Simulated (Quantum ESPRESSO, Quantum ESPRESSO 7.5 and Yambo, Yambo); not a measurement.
## MoS2 (P6_3/mmc): Bethe-Salpeter spectra with Yambo

Wanted: excitons and ε₂ of MoS2 (P6_3/mmc), with cost.

Main program and level: Quantum ESPRESSO 7.5 and Yambo 5.3.0; PBE and many-body steps on it, plane waves.

The database entry behind the starting cell differs from later determinations by our own check (about 0.3 % long), so it need not match the best structure at ambient conditions.

## Step 1: The structure

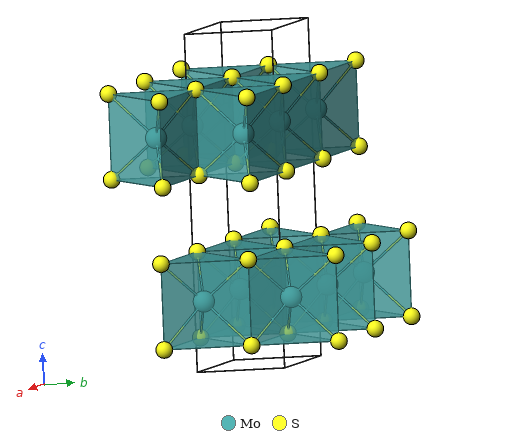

Start, viewed slightly off an axis; molybdenum teal, sulfur yellow. 3×2×1 cells are drawn. Some periodic images of atoms are drawn too.

The cell and positions come from the Crystallography Open Database and are kept as given unless a step says otherwise.

## Step 2: Empty states on the mesh, 3×3×1 mesh, 112 bands

This step: Quantum ESPRESSO 7.5; DFT, PBE, plane waves, norm-conserving pseudopotentials.

The sums over transitions need many empty states on a uniform mesh; this step solves for them.

pw.in

```
&control
  calculation = 'nscf'
  prefix = 'x'
  outdir = 'o'
  pseudo_dir = 'pseudo'
/
&system
  ibrav = 0
  nat = 6
  ntyp = 2
  ecutwfc = 72.0
  nbnd = 112
  force_symmorphic = .true.
/
&electrons
  conv_thr = 1e-9
  electron_maxstep = 80
  diago_full_acc = .true.
  diago_thr_init = 5e-6
/
ATOMIC_SPECIES
  Mo 95.95 Mo.upf
  S 32.06 S.upf
CELL_PARAMETERS angstrom
  3.1690000000 -0.0000000000 0.0000000000
  -1.5845000000 2.7444345046 0.0000000000
  0.0000000000 0.0000000000 12.3240000000
ATOMIC_POSITIONS crystal
  Mo 0.3333333333 0.6666666667 0.2500000000
  Mo 0.6666666667 0.3333333333 0.7500000000
  S 0.3333333333 0.6666666667 0.6230000000
  S 0.6666666667 0.3333333333 0.1230000000
  S 0.3333333333 0.6666666667 0.8770000000
  S 0.6666666667 0.3333333333 0.3770000000
K_POINTS automatic
  3 3 1 0 0 0
```

Run with:

```sh
> OMP_NUM_THREADS=1 mpirun -n 8 pw.x -nk 4 -in pw.in > pw.out
```

The log of the run:

```text
Program PWSCF v.7.5 starts

     This program is part of the open-source Quantum ESPRESSO suite
     for quantum simulation of materials; please cite
         "P. Giannozzi et al., J. Phys.:Condens. Matter 21 395502 (2009);
         "P. Giannozzi et al., J. Phys.:Condens. Matter 29 465901 (2017);
         "P. Giannozzi et al., J. Chem. Phys. 152 154105 (2020);
     in publications or presentations arising from this work. More details at

     Atomic positions and unit cell read from directory:
     o/x.save/

     Message from routine setup:
[...]
k = 0.0000 0.3849 0.0000 (  7472 PWs)   bands (ev):

[...]
k = 0.3333 0.5774 0.0000 (  7476 PWs)   bands (ev):

[...]
45.9635  46.0250  46.0250  46.1253  46.1809  46.1809  47.4762  48.1075
    48.1075  48.5384  48.7534  48.8184  48.8184  49.3135  49.6259  49.6259

     highest occupied, lowest unoccupied level (ev):    10.9922   12.0439

     XML data file, pseudopotentials, collected wavefunctions

=------------------------------------------------------------------------------=
   JOB DONE.
=------------------------------------------------------------------------------=
```

Wall time 5.5 s (8 MPI ranks of Arm Neoverse V2, shared host); peak memory 0.63 GiB.

Numbers from this step:

```yaml
gap: 1.052 eV
k_of_the_valence_top: 0, 0, 0
k_of_the_conduction_bottom: 0.3333, 0.3333, 0
least_direct_gap: 1.654 eV
k_points_computed: 3
lowest_point_of_the_top_converged_band_above_the_valence_top: 38.63 eV
```

On this mesh the gap is 1.052 eV.

The density comes from a self-consistent run that is not shown.

## Step 3: Conversion and set-up

This step: Yambo 5.3.0; conversion and set-up on PBE, plane waves, norm-conserving pseudopotentials.

The states are converted to the many-body program's format and the q mesh is built.

Run with:

```sh
> (cd o/x.save; p2y > p2y.log; mv SAVE ../..); yambo > setup.log
```

The log of the run:

```text
 Yambo, version 5.3.0

 [02] CORE Variables Setup
 =========================

  [02.01] Unit cells
  ==================

  Cell kind             :  HCP
  Atoms in the cell     :  Mo  S
  number of Mo atoms    :  2
  number of S  atoms    :   4

  List of atomic masses
  Mass of Mo    :  95.95000
  Mass of S     :  32.06000

  List of atomic coordinates    : [cc]
  Mo1       : -0.29943E-09   3.4575       5.8222      order 1
  Mo2       :   2.99427   1.72874  17.46674  order 2
  S1       : -0.29943E-09   3.4575       14.509      order 3
[...]
0.000000  0.000000  0.000000  0.000000  0.000000  0.000000  0.000000  0.000000

 [03] Transferred momenta grid and indexing
 ==========================================

 IBZ Q-points                                      :  3
 BZ  Q-points                                      :   9

 K/Q-points units:
 rlu = crystal or reduced units; cc = cartesian coordinates; iku = interal k-units

 Q [1]          [rlu]:  0.000000  0.000000  0.000000
 Q [2]          [rlu]: -0.79644E-17  0.33333       0.0000
 Q [3]          [rlu]:  0.333333  0.333333  0.000000

  [03.01] X indexes
  =================

   [03.01.01] Sigma indexes
   ========================

 [06] Game Over & Game summary
```

Run time: 2.1 s. Hardware: 1 MPI rank; peak memory 0.24 GiB.

## Step 4: Screening and self-energy, 3×3×1 mesh, 112 bands, screening to 95.2 eV

G0W0 replaces the xc potential by the self-energy, built once from these orbitals. Only a window of levels is corrected, while the sums run over the empty bands that the input names.

This step: G0W0 on PBE, plane waves, norm-conserving pseudopotentials.

gw1.in

```
HF_and_locXC
gw0
dyson
ppa
em1d
rim_cut
RandQpts= 1000000
RandGvec= 1 RL
EXXRLvcs= 72 Ry
VXCRLvcs= 288 Ry
Chimod= "HARTREE"
% BndsRnXp
 1 | 112 |
%
NGsBlkXp= 7 Ry
% LongDrXp
 1 | 1 | 1 |
%
% GbndRnge
 1 | 112 |
%
DysSolver= "n"
ExtendOut
PPAPntXp= 27.21138 eV
% QPkrange
 1 | 1 | 25 | 28 |
 3 | 3 | 25 | 28 |
%
```

Run with:

```sh
> OMP_NUM_THREADS=2 mpirun -n 4 yambo -F gw1.in -J gw1 -C gw1 > gw1.log
```

The log of the run:

```text
 Yambo, version 5.3.0

 [02] CORE Variables Setup
 =========================

  [... cell, symmetries and grids as in the set-up ...]

  [02.05] Energies & Occupations
  ==============================

  [X] === General ===
  [X] Electronic Temperature                        :  0.000000  0.000000 [eV K]
  [X] Bosonic    Temperature                        :  0.000000  0.000000 [eV K]
  [X] Finite Temperature mode                       : no
  [X] El. density                                   :  0.48515E+24 [cm-3]
[...]
QP @ state[ 1 ] b range                          :  25  28
   QP @ state[ 2 ] K range                          :  3  3
   QP @ state[ 2 ] b range                          :  25  28
   GF energies kind                                 : Perdew, Burke & Ernzerhof(X)+Perdew, Burke & Ernzerhof(C)
   GF WF`s kind                                     : Perdew, Burke & Ernzerhof(X)+Perdew, Burke & Ernzerhof(C)
   Xs energies kind                                 : Perdew, Burke & Ernzerhof(X)+Perdew, Burke & Ernzerhof(C)
   Xs WF`s kind                                     : Perdew, Burke & Ernzerhof(X)+Perdew, Burke & Ernzerhof(C)

 [11] Game Over & Game summary
```

The job ended after 11 s (4 MPI ranks; peak memory 1.7 GiB).

Numbers from this step:

```yaml
g0w0_gap_on_the_points_computed: 1.740 eV
starting_gap_on_the_mesh: 1.052 eV
k_of_the_valence_top: 0, 0, 0
k_of_the_conduction_bottom: 0.3333, 0.3333, 0
least_direct_g0w0_gap_on_the_computed_points: 2.303 eV
```

The gap on the mesh goes from 1.05 eV to 1.74 eV, a correction of +0.69 eV.

The gap opens by 0.688 eV; the next steps shift the empty bands rigidly by 0.650 eV, the correction at the start's least direct gap. The exciton steps add spin-orbit coupling, which this shift does not hold.

## Step 5: Empty states on the mesh, 3×3×1 mesh, 102 bands

This step: Quantum ESPRESSO 7.5; DFT, PBE with spin-orbit coupling, plane waves, norm-conserving pseudopotentials.

Changes to pw.in since step 2:

```diff
@@ -11,4 +11,6 @@
   ecutwfc = 72.0
-  nbnd = 112
+  nbnd = 102
   force_symmorphic = .true.
+  noncolin = .true.
+  lspinorb = .true.
 /
```

Run with:

```sh
> OMP_NUM_THREADS=1 mpirun -n 8 pw.x -nk 4 -in pw.in > pw.out
```

The log of the run:

```text
[banner, memory and clock lines left out]
Program PWSCF v.7.5 starts

     Atomic positions and unit cell read from directory:
     o/x.save/

     Message from routine setup:
     using ibrav=0 with symmetry is DISCOURAGED, use correct ibrav instead

     Message from routine divide_et_impera:
     suboptimal parallelization: some nodes have no k-points

     bravais-lattice index     =            0
     lattice parameter (alat)  =       5.9885  a.u.
     unit-cell volume          =     723.3082 (a.u.)^3
     number of atoms/cell      =            6
[...]
23.3960  23.3961  23.8508  23.8508  25.8646  25.8800

          k = 0.0000 0.3849 0.0000 (  7472 PWs)   bands (ev):

[...]
24.4817  24.4817  24.5096  24.5096  25.1092  25.1093

          k = 0.3333 0.5774 0.0000 (  7476 PWs)   bands (ev):

[...]
21.5432  21.5432  21.6836  21.6836  21.7306  21.7306  21.8343  21.8343
    22.0607  22.0607  22.4013  22.4013  23.3509  23.3509  23.3702  23.3702
    23.7206  23.7206  23.7440  23.7440  23.9133  23.9133

     highest occupied, lowest unoccupied level (ev):    11.0005   12.0454

     XML data file, pseudopotentials, collected wavefunctions
```

It took 9.2 s on 8 MPI ranks; peak memory 0.9 GiB; 72 s of CPU time.

This step gave:

* gap: 1.045 eV
* k of the valence top: 0, 0, 0
* k of the conduction bottom: 0.3333, 0.3333, 0
* least direct gap: 1.622 eV
* k points computed: 3
* lowest point of the top converged band, above the valence top: 12.91 eV

On this mesh the gap is 1.045 eV.

The density comes from a self-consistent run that is not shown, made with spin-orbit coupling and fully relativistic files.

## Step 6: Conversion and set-up

This step: Yambo 5.3.0; conversion and set-up on PBE with spin-orbit coupling, plane waves, norm-conserving pseudopotentials.

Run with:

```sh
> (cd o/x.save; p2y > p2y.log; mv SAVE ../..); yambo > setup.log
```

The log of the run:

```text
 Yambo, version 5.3.0

 [02] CORE Variables Setup
 =========================

  [02.01] Unit cells
  ==================

  Cell kind             :  HCP
  Atoms in the cell     :  Mo  S
  number of Mo atoms    :  2
  number of S  atoms    :   4

  List of atomic masses
  Mass of Mo    :  95.95000
  Mass of S     :  32.06000

  List of atomic coordinates    : [cc]
  Mo1       : -0.29943E-09   3.4575       5.8222      order 1
  Mo2       :   2.99427   1.72874  17.46674  order 2
  S1       : -0.29943E-09   3.4575       14.509      order 3
[...]
0.000000  0.000000  0.000000  0.000000  0.000000  0.000000

 [03] Transferred momenta grid and indexing
 ==========================================

 IBZ Q-points                                      :  3
 BZ  Q-points                                      :   9

 K/Q-points units:
 rlu = crystal or reduced units; cc = cartesian coordinates; iku = interal k-units

 Q [1]          [rlu]:  0.000000  0.000000  0.000000
 Q [2]          [rlu]: -0.79644E-17  0.33333       0.0000
 Q [3]          [rlu]:  0.333333  0.333333  0.000000

  [03.01] X indexes
  =================

   [03.01.01] Sigma indexes
   ========================

 [06] Game Over & Game summary
```

The job ended after 2.5 s (1 MPI rank; peak memory 0.24 GiB).

[end of part 1 of 3]

[Paths, hosts, dates, memory and timing lines, banners, echoed tables and standing remarks are left out of the program output.]

[Logs are printed without paths, hosts, clocks, repeated set-up lines and the standing remarks that a program may print on its own settings, such as how far it seeks lower states.]

[Runs of the session that timed out or met a known fault of the program may be left out.]

[Hosts, paths, dates, database ids (printed as entryN), source tags and the programs' standing remarks are cut or masked in the printed files.]
